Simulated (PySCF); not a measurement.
Be(F)(SH), SMILES [F][Be][SH], B3LYP/def2-SVP optimised geometry. Atoms within 1.6 Å of the plane z = 0.0 Å (x, y, z in Å): Be1 (-0.26, -0.01, 0.00), F2 (-1.64, 0.01, -0.05), S3 (1.64, -0.01, 0.00), H4 (1.70, -0.37, 1.31).

Calculation: B3LYP/def2-TZVP (PySCF 2.14.0). Cells within 0.4 Å of a nucleus heavier than hydrogen are left out (blank, or x).

Map of the electron localisation function on the plane z = 0.0 Å:

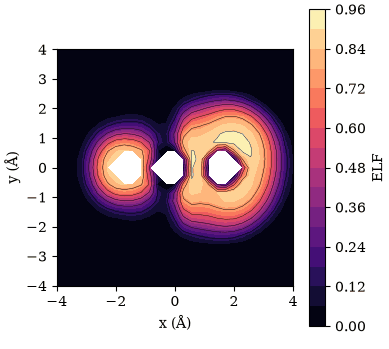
Electron localisation function on the plane z = 0.0 Å.
